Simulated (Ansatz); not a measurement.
Molecular dynamics of ScSiH3Cl2O (part 2 of 2)

The same run, continued: ScSiH3Cl2O, SMILES [SiH3][O][Sc]([Cl])[Cl]; RKS PBE/6-31G* (Ansatz 0.2.0). The geometry comes from this level: PBE0-D4/def2-TZVP.

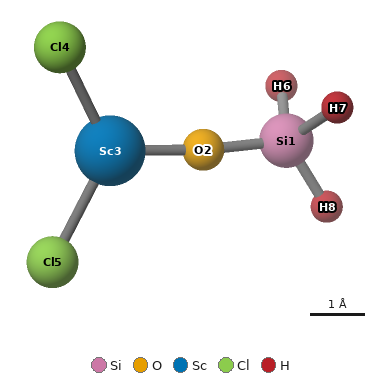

*The geometry at step 14 of the log (ball-and-stick view, seen at a tilt; atoms are numbered from 1 in the order of the input).*

## Trajectory as extended XYZ, continued
```
8
Properties=species:S:1:pos:R:3:forces:R:3 step=8 time_fs=4.0 energy=-55700.38579 temperature=801.7
Si    0.4275   -0.7479    1.3709    0.9709  -2.2415  -0.7535
O     0.0305    0.0316   -0.0455    0.0557   0.3459  -0.2879
Sc   -0.5258    0.8772   -1.5915    0.2528   0.1747   0.0689
Cl   -2.1369   -0.1169   -2.8919   -0.0674  -0.0303  -0.0467
Cl    0.5392    2.8555   -2.1813   -0.1184  -0.1768   0.0404
H    -0.7543   -0.8015    2.1964   -0.8724   0.0148   0.6963
H     0.8639   -2.2810    1.0369   -0.4372   1.5447   0.2845
H     1.5560   -0.1730    2.1399    0.2159   0.3685  -0.0020
8
Properties=species:S:1:pos:R:3:forces:R:3 step=9 time_fs=4.5 energy=-55700.38447 temperature=799.9
Si    0.4272   -0.7504    1.3725    0.8787  -2.2276  -0.6691
O     0.0345    0.0331   -0.0471    0.0989   0.3069  -0.1819
Sc   -0.5282    0.8786   -1.5903    0.2712   0.2106   0.0473
Cl   -2.1372   -0.1189   -2.8919   -0.0597  -0.0259  -0.0388
Cl    0.5413    2.8579   -2.1838   -0.1406  -0.2142   0.0517
H    -0.7704   -0.8146    2.1896   -0.7195   0.0265   0.5848
H     0.8699   -2.2844    1.0361   -0.4504   1.5724   0.2821
H     1.5533   -0.1849    2.1640    0.1214   0.3512  -0.0761
8
Properties=species:S:1:pos:R:3:forces:R:3 step=10 time_fs=5.0 energy=-55700.38868 temperature=805.1
Si    0.4270   -0.7531    1.3741    0.7475  -2.1777  -0.5496
O     0.0386    0.0346   -0.0486    0.1394   0.2669  -0.0771
Sc   -0.5306    0.8800   -1.5890    0.2890   0.2454   0.0269
Cl   -2.1375   -0.1209   -2.8920   -0.0520  -0.0216  -0.0309
Cl    0.5433    2.8603   -2.1863   -0.1623  -0.2506   0.0626
H    -0.7882   -0.8276    2.1843   -0.5278   0.0431   0.4527
H     0.8749   -2.2840    1.0360   -0.4534   1.5644   0.2722
H     1.5510   -0.1960    2.1879    0.0196   0.3301  -0.1568
8
Properties=species:S:1:pos:R:3:forces:R:3 step=11 time_fs=5.5 energy=-55700.39628 temperature=814.7
Si    0.4269   -0.7560    1.3755    0.5866  -2.0936  -0.4087
O     0.0427    0.0362   -0.0502    0.1767   0.2263   0.0253
Sc   -0.5330    0.8814   -1.5878    0.3066   0.2787   0.0082
Cl   -2.1378   -0.1230   -2.8921   -0.0442  -0.0174  -0.0231
Cl    0.5454    2.8627   -2.1888   -0.1835  -0.2858   0.0734
H    -0.8072   -0.8405    2.1800   -0.3125   0.0639   0.3108
H     0.8787   -2.2799    1.0366   -0.4457   1.5204   0.2548
H     1.5487   -0.2063    2.2114   -0.0839   0.3075  -0.2407
8
Properties=species:S:1:pos:R:3:forces:R:3 step=12 time_fs=6.0 energy=-55700.40514 temperature=826.0
Si    0.4268   -0.7591    1.3770    0.4048  -1.9748  -0.2587
O     0.0468    0.0377   -0.0518    0.2104   0.1858   0.1243
Sc   -0.5354    0.8828   -1.5866    0.3240   0.3101  -0.0084
Cl   -2.1381   -0.1250   -2.8922   -0.0365  -0.0132  -0.0154
Cl    0.5475    2.8651   -2.1912   -0.2041  -0.3198   0.0838
H    -0.8270   -0.8533    2.1765   -0.0880   0.0876   0.1692
H     0.8815   -2.2721    1.0377   -0.4266   1.4386   0.2293
H     1.5462   -0.2159    2.2344   -0.1840   0.2857  -0.3240
8
Properties=species:S:1:pos:R:3:forces:R:3 step=13 time_fs=6.5 energy=-55700.41342 temperature=836.6
Si    0.4267   -0.7623    1.3784    0.2096  -1.8187  -0.1095
O     0.0510    0.0394   -0.0533    0.2404   0.1458   0.2189
Sc   -0.5377    0.8843   -1.5854    0.3416   0.3394  -0.0225
Cl   -2.1384   -0.1271   -2.8923   -0.0288  -0.0091  -0.0077
Cl    0.5495    2.8674   -2.1937   -0.2243  -0.3527   0.0939
H    -0.8470   -0.8659    2.1733    0.1327   0.1130   0.0355
H     0.8833   -2.2609    1.0395   -0.3947   1.3162   0.1951
H     1.5433   -0.2248    2.2565   -0.2765   0.2662  -0.4037
8
Properties=species:S:1:pos:R:3:forces:R:3 step=14 time_fs=7.0 energy=-55700.41953 temperature=844.3
Si    0.4267   -0.7657    1.3798    0.0061  -1.6217   0.0323
O     0.0551    0.0410   -0.0548    0.2663   0.1069   0.3083
Sc   -0.5400    0.8857   -1.5842    0.3596   0.3662  -0.0337
Cl   -2.1387   -0.1291   -2.8924   -0.0212  -0.0049  -0.0001
Cl    0.5516    2.8698   -2.1962   -0.2438  -0.3844   0.1037
H    -0.8667   -0.8781    2.1703    0.3397   0.1385  -0.0847
H     0.8841   -2.2465    1.0416   -0.3484   1.1494   0.1511
H     1.5397   -0.2331    2.2777   -0.3583   0.2500  -0.4769
8
Properties=species:S:1:pos:R:3:forces:R:3 step=15 time_fs=7.5 energy=-55700.42207 temperature=847.5
Si    0.4266   -0.7693    1.3813   -0.2027  -1.3794   0.1626
O     0.0594    0.0426   -0.0563    0.2880   0.0695   0.3919
Sc   -0.5423    0.8872   -1.5829    0.3781   0.3904  -0.0419
Cl   -2.1390   -0.1311   -2.8926   -0.0136  -0.0007   0.0074
Cl    0.5536    2.8721   -2.1986   -0.2629  -0.4148   0.1133
H    -0.8856   -0.8901    2.1671    0.5261   0.1629  -0.1882
H     0.8841   -2.2294    1.0442   -0.2860   0.9342   0.0962
H     1.5353   -0.2408    2.2978   -0.4269   0.2380  -0.5413
8
Properties=species:S:1:pos:R:3:forces:R:3 step=16 time_fs=8.0 energy=-55700.41972 temperature=844.3
Si    0.4266   -0.7729    1.3827   -0.4159  -1.0881   0.2792
O     0.0636    0.0443   -0.0577    0.3054   0.0340   0.4692
Sc   -0.5446    0.8887   -1.5817    0.3972   0.4117  -0.0467
Cl   -2.1393   -0.1332   -2.8927   -0.0060   0.0035   0.0149
Cl    0.5556    2.8743   -2.2011   -0.2813  -0.4440   0.1225
H    -0.9032   -0.9017    2.1634    0.6872   0.1852  -0.2733
H     0.8834   -2.2101    1.0470   -0.2058   0.6674   0.0293
H     1.5298   -0.2479    2.3165   -0.4809   0.2304  -0.5951
8
Properties=species:S:1:pos:R:3:forces:R:3 step=17 time_fs=8.5 energy=-55700.41124 temperature=833.3
Si    0.4265   -0.7767    1.3841   -0.6329  -0.7467   0.3815
O     0.0679    0.0460   -0.0590    0.3184   0.0009   0.5397
Sc   -0.5469    0.8902   -1.5805    0.4173   0.4300  -0.0483
Cl   -2.1396   -0.1352   -2.8928    0.0015   0.0078   0.0224
Cl    0.5576    2.8766   -2.2035   -0.2993  -0.4721   0.1314
H    -0.9191   -0.9128    2.1590    0.8207   0.2044  -0.3397
H     0.8822   -2.1892    1.0498   -0.1064   0.3481  -0.0501
H     1.5232   -0.2544    2.3339   -0.5192   0.2275  -0.6368
8
Properties=species:S:1:pos:R:3:forces:R:3 step=18 time_fs=9.0 energy=-55700.39575 temperature=813.3
Si    0.4263   -0.7805    1.3856   -0.8531  -0.3582   0.4686
O     0.0723    0.0476   -0.0603    0.3270  -0.0296   0.6032
Sc   -0.5491    0.8918   -1.5793    0.4382   0.4451  -0.0466
Cl   -2.1400   -0.1373   -2.8929    0.0091   0.0122   0.0300
Cl    0.5595    2.8788   -2.2059   -0.3168  -0.4989   0.1400
H    -0.9332   -0.9234    2.1539    0.9254   0.2200  -0.3879
H     0.8808   -2.1674    1.0525    0.0118  -0.0201  -0.1418
H     1.5153   -0.2604    2.3497   -0.5416   0.2293  -0.6656
8
Properties=species:S:1:pos:R:3:forces:R:3 step=19 time_fs=9.5 energy=-55700.37309 temperature=784.1
Si    0.4261   -0.7844    1.3872   -1.0742   0.0675   0.5390
O     0.0767    0.0493   -0.0615    0.3312  -0.0569   0.6597
Sc   -0.5513    0.8934   -1.5781    0.4602   0.4571  -0.0417
Cl   -2.1403   -0.1393   -2.8929    0.0166   0.0168   0.0376
Cl    0.5615    2.8810   -2.2083   -0.3338  -0.5246   0.1484
H    -0.9449   -0.9335    2.1478    1.0011   0.2316  -0.4187
H     0.8793   -2.1457    1.0549    0.1466  -0.4271  -0.2437
H     1.5062   -0.2659    2.3639   -0.5478   0.2357  -0.6807
8
Properties=species:S:1:pos:R:3:forces:R:3 step=20 time_fs=10.0 energy=-55700.34442 temperature=747.4
Si    0.4258   -0.7882    1.3887   -1.2908   0.5117   0.5891
O     0.0812    0.0510   -0.0625    0.3309  -0.0810   0.7091
Sc   -0.5535    0.8950   -1.5769    0.4833   0.4658  -0.0338
Cl   -2.1406   -0.1413   -2.8930    0.0243   0.0216   0.0454
Cl    0.5634    2.8831   -2.2108   -0.3503  -0.5491   0.1566
H    -0.9543   -0.9431    2.1407    1.0479   0.2388  -0.4330
H     0.8783   -2.1250    1.0567    0.2928  -0.8541  -0.3518
H     1.4957   -0.2708    2.3765   -0.5380   0.2465  -0.6816
```

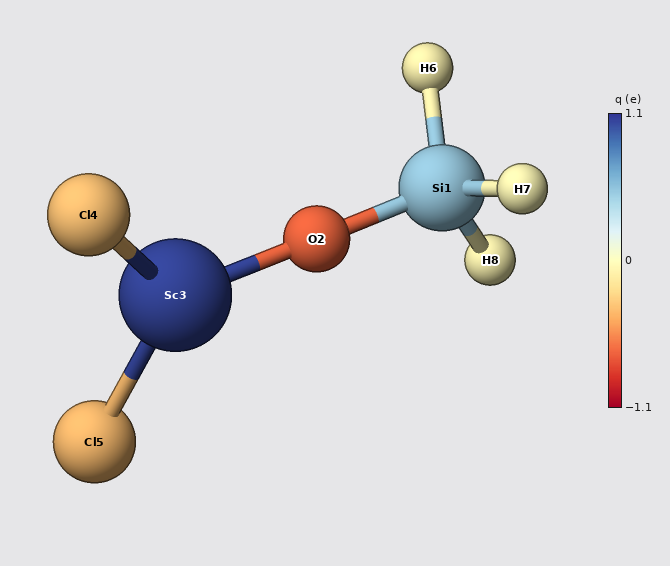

*Mulliken charges, as the colour of each atom (ball-and-stick view, seen at a tilt; atoms are numbered from 1 in the order of the input).*

By element: Si +0.50, O −0.68, Sc +1.04, Cl −0.36 to −0.34 and H −0.07 to −0.04 e.

The run was set up as follows.

## The input
```yaml
crystal:
  periodic: [false, false, false]
  atoms:
    - {symbol: Si, position_ang: [0.432547, -0.733831, 1.356338]}
    - {symbol: O, position_ang: [-0.002238, 0.022221, -0.036103]}
    - {symbol: Sc, position_ang: [-0.506222, 0.866281, -1.600988]}
    - {symbol: Cl, position_ang: [-2.134712, -0.100683, -2.891256]}
    - {symbol: Cl, position_ang: [0.522222, 2.835939, -2.161406]}
    - {symbol: H, position_ang: [-0.703088, -0.696146, 2.313544]}
    - {symbol: H, position_ang: [0.786271, -2.146787, 1.063880]}
    - {symbol: H, position_ang: [1.605219, -0.046992, 1.955992]}
basis:
  gaussian: {orbitals: "6-31G*"}
hamiltonian: {xc: {name: PBE}}
md: {timestep: 0.5 fs, n_steps: 20, ensemble: nve, temperature: 1000, initial_velocities: maxwell_boltzmann, seed: 576}
```

Launched with:
```bash
ansatz run in.yaml --threads 4 --pin off --events-out ev --progress --plain --max-ram 10444MiB
```

## Key numbers

- outcome: finished
- mean temperature over the second half: 818 K
- trajectory: 20 steps, 10 fs
- ensemble: nve
- temperature in the input: 1000 K
- time step: 0.5 fs
- potential energy (last step): −55700.3445 eV
- SCF solution under orbital rotations (last step): stable
- largest force (length of the vector) (last step): 1.508 eV/Å
- dipole moment (last step): 2.83 D
- hardware: 4 threads of Arm Neoverse V1, 23 GiB of memory available, shared host
- wall time: 37 s (CPU time 2.3 min)
- peak memory: 0.48 GiB

## Remarks

So short a trajectory is not equilibrated.
